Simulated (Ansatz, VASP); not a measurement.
**Si (Silicon) in two plane-wave programs**

One calculation is typed for both programs; each brings its own data sets. How far apart do they land? The cell is taken from a series of VASP runs on this material, whose earlier steps may have relaxed, scaled or displaced it; both programs get it as it stands. Valence electrons are named where the data sets of a main pair hold unlike numbers.

Calculated with Ansatz 0.2.0; plane waves, with VASP 6.6.1 beside it; band structure at r2SCAN-EpsX with an exact-exchange share of 0.075.

## Step 1: The starting structure

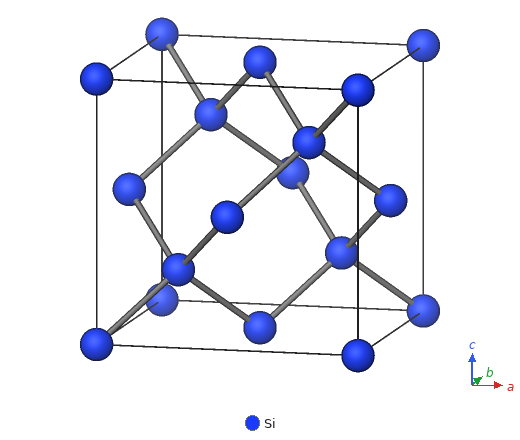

The starting structure, seen slightly off an axis (silicon blue). This picture shows the conventional cell, with its axes. Bonds to atoms that aren't drawn are left out. Some periodic images of atoms are drawn too.

## Step 2: VASP: band structure, r2SCAN-EpsX with an exact-exchange share of 0.075

Levels along a path test the potential and the projectors away from the mesh points.

Lines of VASP's logs that name or quote its potential files are left out, and so is its time.

The run reads the wave functions of an earlier VASP run, which isn't shown here.

The input, INCAR:

```
SYSTEM = Si
PREC = Accurate
ENCUT = 350
EDIFF = 1E-06
NELM = 100
ISMEAR = 0
SIGMA = 0.03
LREAL = .FALSE.
ALGO = Normal
LHFCALC = .TRUE.
AEXX = 0.075
METAGGA = R2SCAN
LASPH = .TRUE.
NBANDS = 10
PRECFOCK = Fast
HFRCUT = -1
LORBIT = 11
LWAVE = .FALSE.
LCHARG = .FALSE.
KPAR = 8
```

The input, POSCAR:

```
Si
1.0
    0.0000000000      2.7154800000      2.7154800000
    2.7154800000      0.0000000000      2.7154800000
    2.7154800000      2.7154800000      0.0000000000
Si
2
Direct
    0.7500000000      0.7500000000      0.7500000000
    0.5000000000      0.5000000000      0.5000000000
```

The input, KPOINTS:

```
Automatic mesh
0
Gamma
5 5 5
0 0 0
```

The input, KPOINTS_OPT:

```
Line mode
10
Line-mode
Reciprocal
  0.00000000   0.00000000   0.00000000 GAMMA
  0.50000000   0.00000000   0.50000000 X

  0.50000000   0.00000000   0.50000000 X
  0.50000000   0.25000000   0.75000000 W

  0.50000000   0.25000000   0.75000000 W
  0.37500000   0.37500000   0.75000000 K

  0.37500000   0.37500000   0.75000000 K
  0.00000000   0.00000000   0.00000000 GAMMA

  0.00000000   0.00000000   0.00000000 GAMMA
  0.50000000   0.50000000   0.50000000 L

  0.50000000   0.50000000   0.50000000 L
  0.62500000   0.25000000   0.62500000 U

  0.62500000   0.25000000   0.62500000 U
  0.50000000   0.25000000   0.75000000 W

  0.50000000   0.25000000   0.75000000 W
  0.50000000   0.50000000   0.50000000 L

  0.50000000   0.50000000   0.50000000 L
  0.37500000   0.37500000   0.75000000 K

  0.62500000   0.25000000   0.62500000 U
  0.50000000   0.00000000   0.50000000 X
```

Potentials, in the order of the species: Si (PBE family, release 64).

The run is started by

```console
> mpirun -np 8 vasp_std
```

Numbers of over 12 decimals in the logs are rounded to 6 here.

Log:

```text
[banner, memory and clock lines left out]
running    8 mpi-ranks, on    1 nodes
 distrk:  each k-point on    1 cores,    8 groups
 distr:  one band on    1 cores,    1 groups

 POSCAR found type information on POSCAR Si
 POSCAR found :  1 types and       2 ions
|                                                                             |
|           W    W    AA    RRRRR   N    N  II  N    N   GGGG   !!!           |
|           W    W   A  A   R    R  NN   N  II  NN   N  G    G  !!!           |
|           W    W  A    A  R    R  N N  N  II  N N  N  G       !!!           |
|           W WW W  AAAAAA  RRRRR   N  N N  II  N  N N  G  GGG   !            |
|           WW  WW  A    A  R   R   N   NN  II  N   NN  G    G                |
|           W    W  A    A  R    R  N    N  II  N    N   GGGG   !!!           |
|                                                                             |
|     For optimal performance we recommend to set                             |
|       NCORE = 2 up to number-of-cores-per-socket                            |
|     NCORE specifies how many cores store one orbital (NPAR=cpu/NCORE).      |
|     This setting can greatly improve the performance of VASP for DFT.       |
|     The default, NCORE=1 might be grossly inefficient on modern             |
|     multi-core architectures or massively parallel machines. Do your        |
|     Unfortunately you need to use the default for GW and RPA                |
|     calculations (for HF NCORE is supported but not extensively tested      |
|     yet).                                                                   |
|                                                                             |

|                                                                             |
|               ----> ADVICE to this user running VASP <----                  |
|                                                                             |
|     You enforced a specific xc type in the INCAR file but a different       |
|     [... a line on the potential file left out ...]
|     I HOPE YOU KNOW WHAT YOU ARE DOING!                                     |
|                                                                             |

 LDA part: xc-table for (None), standard interpolation
 found WAVECAR, reading the header
 POSCAR, INCAR and KPOINTS ok, starting setup
 FFT: planning ... GRIDC
 FFT: planning ... GRID_SOFT
 FFT: planning ... GRID
 HFRCUT set to (new)   10.611996
 reading WAVECAR
 the WAVECAR file was read successfully
 initial charge from wavefunction
 entering main loop
       N       E                     dE             d eps       ncg     rms          rms(c)
DAV:   1    -0.177880619323E+02   -0.17788E+02   -0.99460E-01   200   0.660E+00    0.430E+00
DAV:   2    -0.177934989029E+02   -0.54370E-02   -0.14240E-02   268   0.901E-01    0.304E+00
DAV:   3    -0.177935227669E+02   -0.23864E-04   -0.12398E-04   214   0.763E-02    0.182E+00
DAV:   4    -0.177933765731E+02    0.14619E-03   -0.22471E-05   222   0.357E-02    0.108E+00
DAV:   5    -0.177932852983E+02    0.91275E-04   -0.95357E-06   226   0.246E-02    0.629E-01
DAV:   6    -0.177932374219E+02    0.47876E-04   -0.40193E-06   234   0.164E-02    0.366E-01
DAV:   7    -0.177932126707E+02    0.24751E-04   -0.16211E-06   212   0.107E-02    0.212E-01
DAV:   8    -0.177931996133E+02    0.13057E-04   -0.61982E-07   136   0.688E-03    0.123E-01
DAV:   9    -0.177931925247E+02    0.70886E-05   -0.33815E-07   118   0.524E-03    0.707E-02
DAV:  10    -0.177931886044E+02    0.39203E-05   -0.12357E-07   118   0.316E-03    0.406E-02
DAV:  11    -0.177931863945E+02    0.22099E-05   -0.58663E-08   118   0.219E-03    0.232E-02
DAV:  12    -0.177931851307E+02    0.12639E-05   -0.27572E-08   118   0.145E-03    0.131E-02
DAV:  13    -0.177931844055E+02    0.72518E-06   -0.12625E-08   112   0.986E-04
   1 F= -.17793184E+02 E0= -.17793184E+02  d E =-.212053E-16
 Start KPOINTS_OPT (optional k-point list driver)
k-point batch [1-10\100]
       N       E                     dE             ncg
DAV:   1     0.254484303108E+03   -0.81506E+03      200
DAV:   2     0.789289827183E+02   -0.17556E+03      304
DAV:   3     0.706597068053E+02   -0.82693E+01      270
DAV:   4     0.705198769624E+02   -0.13983E+00      250
DAV:   5     0.705186488646E+02   -0.12281E-02      266
DAV:   6     0.705186404606E+02   -0.84040E-05      258
DAV:   7     0.705186403933E+02   -0.67317E-07      232
[...]
k-point batch [91-100\100]
       N       E                     dE             ncg
DAV:   1     0.130080865011E+03   -0.25840E+04      200
DAV:   2    -0.204273677227E+02   -0.15051E+03      274
DAV:   3    -0.241511018697E+02   -0.37237E+01      284
DAV:   4    -0.241755899874E+02   -0.24488E-01      260
DAV:   5    -0.241756942259E+02   -0.10424E-03      284
DAV:   6    -0.241756952234E+02   -0.99744E-06      296
```

OUTCAR, selected parts (step 2):

```text
ion  position               nearest neighbor table
   1  0.750  0.750  0.750-   2 2.35   2 2.35   2 2.35   2 2.35
   2  0.500  0.500  0.500-   1 2.35   1 2.35   1 2.35   1 2.35

  LATTYP: Found a face centered cubic cell.
 ALAT       =     5.4309600000

 Subroutine GETGRP returns: Found 48 space group operations
 (whereof 24 operations were pure point group operations)

The static configuration has the point symmetry T_d .
 The point group associated with its full space group is O_h .

 Found     10 irreducible k-points:

   k-points           NKPTS =     10   k-points in BZ     NKDIM =    125   number of bands    NBANDS=     10

   dimension x,y,z NGX =    24 NGY =   24 NGZ =   24
   dimension x,y,z NGXF=    48 NGYF=   48 NGZF=   48

   ENCUT  =  350.0 eV  25.72 Ry    5.07 a.u.   5.86  5.86  5.86*2*pi/ulx,y,z

   NELECT =       8.0000    total number of electrons

 k-points in reciprocal lattice and weights: Automatic mesh
   0.00000000  0.00000000  0.00000000       0.008
   0.20000000  0.00000000  0.00000000       0.064
   0.40000000  0.00000000  0.00000000       0.064
   0.20000000  0.20000000  0.00000000       0.048
   0.40000000  0.20000000  0.00000000       0.192
  -0.40000000  0.20000000  0.00000000       0.192
  -0.20000000  0.20000000  0.00000000       0.096
   0.40000000  0.40000000  0.00000000       0.048
  -0.40000000  0.40000000  0.00000000       0.096
  -0.40000000  0.40000000  0.20000000       0.192

  exchange ACFDT corr.  =         0.00000000  see jH, gK, PRB 81, 115126

 average (electrostatic) potential at core
       1 -84.6573       2 -84.6573

 E-fermi :   5.7304

 k-point     1 :       0.0000    0.0000    0.0000
  band No.  band energies     occupation
      1      -7.3222      2.00000
      2       5.5645      2.00000
      3       5.5645      2.00000
      4       5.5645      2.00000
      5       8.7103      0.00000
      6       8.7103      0.00000
      7       8.7103      0.00000
      8       9.9524      0.00000
      9      14.1698      0.00000
    ...

 k-point     2 :       0.2000    0.0000    0.0000
  band No.  band energies     occupation
      1      -6.7695      2.00000
      2       2.3745      2.00000
      3       4.9410      2.00000
      4       4.9410      2.00000
      5       8.4943      0.00000
      6       9.5786      0.00000
      7       9.5786      0.00000
      8      12.6635      0.00000
      9      13.4849      0.00000
    ...

 k-point     3 :       0.4000    0.0000    0.0000
  band No.  band energies     occupation
      1      -5.2945      2.00000
      2      -1.1716      2.00000
      3       4.3343      2.00000
      4       4.3343      2.00000
      5       7.8924      0.00000
      6       9.6381      0.00000
      7       9.6381      0.00000
      8      14.4175      0.00000
      9      15.5910      0.00000
    ...

  energy-cutoff  :      350.00
  volume of cell :       40.05
      direct lattice vectors                 reciprocal lattice vectors
     0.000000000  2.715480000  2.715480000    -0.184129509  0.184129509  0.184129509
     2.715480000  0.000000000  2.715480000     0.184129509 -0.184129509  0.184129509
     2.715480000  2.715480000  0.000000000     0.184129509  0.184129509 -0.184129509

 POSITION                                       TOTAL-FORCE (eV/Angst)
 -----------------------------------------------------------------------------------
      4.07322      4.07322      4.07322         0.000000      0.000000      0.000000
      2.71548      2.71548      2.71548        -0.000000     -0.000000     -0.000000
 -----------------------------------------------------------------------------------
    total drift:                               -0.000000      0.000000      0.000000

  FREE ENERGIE OF THE ION-ELECTRON SYSTEM (eV)
  ---------------------------------------------------
  free  energy   TOTEN  =       -17.7931844055 eV

  energy  without entropy=      -17.7931844055  energy(sigma->0) =      -17.79318441

 total charge
# of ion       s       p       d       tot
------------------------------------------
    1        0.745   0.976   0.000   1.720
    2        0.745   0.976   0.000   1.720
--------------------------------------------------
tot          1.489   1.952   0.000   3.441

[... 3 further parts left out ...]
```

The k-mesh is coarse for unscreened exact exchange, which converges slowly with it.

(Continued in part 2 of 2.)

[Lines on the potential files, build, host, timing and source positions are cut from VASP's logs without a mark.]

[Logs are printed without paths, hosts, clocks, repeated set-up lines and the standing remarks that a program may print on its own settings, such as how far it seeks lower states.]

[Hosts, paths, dates, database ids (printed as entryN), source tags and the programs' standing remarks are cut or masked in the printed files.]
